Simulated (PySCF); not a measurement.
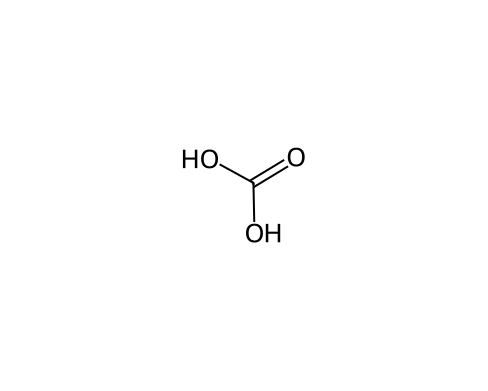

2D structure.

Question: Give its SMILES.

Answer: O=C(O)O

Question: What is the molecular formula?

Answer: CH2O3.

More results for the same structure follow; atom numbers are the same in all pictures, views and colours differ. Computed geometry: PBE0-D3(BJ)/def2-SVP optimisation. No frequency run is at hand to confirm it as a minimum.

### Shape

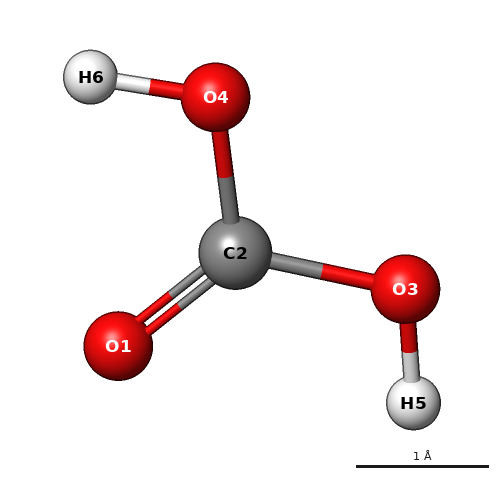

The atoms are numbered. No frequency run is at hand to confirm it as a minimum.

Question: Describe the coordination of atom 3.

Answer: O3 has 2 neighbours (C2 at 1.33, H5 at 0.97 Å); the arrangement is bent.

Question: Describe the coordination of atom 2.

Answer: C2 has 3 neighbours (O1 at 1.20, O3 at 1.33, O4 at 1.33 Å); the arrangement is trigonal planar.

### Polarisability

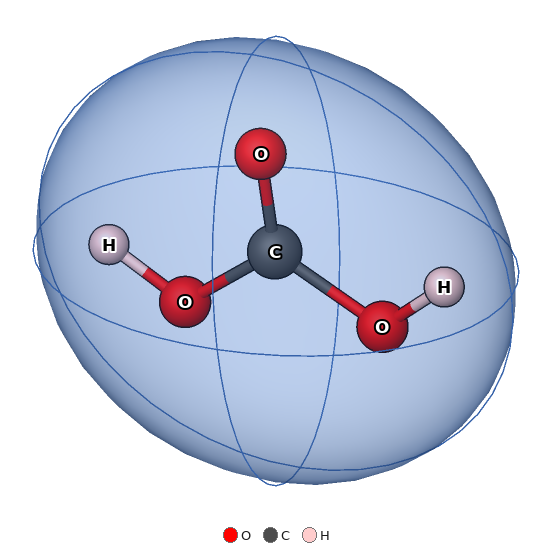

The ellipsoid shows the static dipole polarisability: its half-axes are proportional to the principal values. No frequency run is at hand to confirm it as a minimum. Level of theory: CAM-B3LYP/def2-SVPD in cyclohexane (IEF-PCM) (PySCF 2.14.0).

Question: Give the principal values, the mean and the anisotropy.

Answer: Principal values 20.1, 31.7, 32.1 bohr³; mean 28.0 bohr³ (4.15 Å³); anisotropy 11.8 bohr³, so the longest axis is 1.60 times the shortest.

### Core levels

No frequency run is at hand to confirm it as a minimum. Properties computed with delta-SCF UKS SCAN, pcX-2 on the ionised atom, pcseg-1 elsewhere, spin-free X2C (PySCF 2.14.0).

Give the core-electron binding energies (to vacuum) of O1 1s, C2 1s, O3 1s.

```tsv
atom	level	binding energy (eV)
O1	1s	538.5
C2	1s	296.9
O3	1s	540.9
```

### Spin–spin coupling

No frequency run is at hand to confirm it as a minimum. Properties computed with B3LYP/pcJ-1 indirect spin-spin coupling, non-relativistic, gas phase (PySCF 2.14.0). Isotopes: 13C, 1H, 17O.

Give the spin–spin coupling constants of these pairs, with the number of bonds between them: C2/O3, O1/O4, C2/H5, C2/H6, O3/O4, O1/H6, O1/H5, O3/H6.

```csv
pair,bonds apart,J (Hz)
"C2, O3",1,16.4
"O1, O4",2,−7.0
"C2, H5",2,−3.9
"C2, H6",2,−3.9
"O3, O4",2,24.9
"O1, H6",3,2.1
"O1, H5",3,2.1
"O3, H6",3,−10.2
```

### Charges

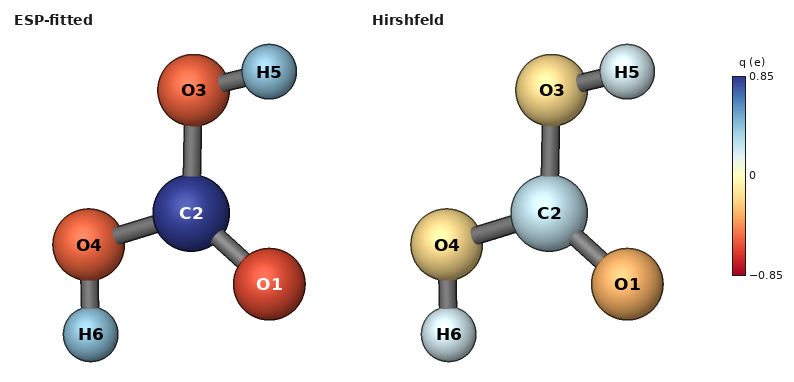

Atomic charges of one calculation by 2 schemes, on one colour scale. No frequency run is at hand to confirm it as a minimum. Method: PBE0/pcSseg-1 (PySCF 2.14.0).

Question: Which scheme gives the most polar picture (largest mean size of the charges)?

Answer: The ESP-fitted charges are the largest in size here.

Question: On which atom do the schemes disagree most?

Answer: On C2 (from 0.27 to 0.82 e).

List the charges (e), one line for each set of equivalent atoms.

```
  atom  ESP-fitted  Hirshfeld
    O1       −0.60      −0.31
    C2        0.82       0.27
O3, O4       −0.53      −0.17
H5, H6        0.42       0.20
```
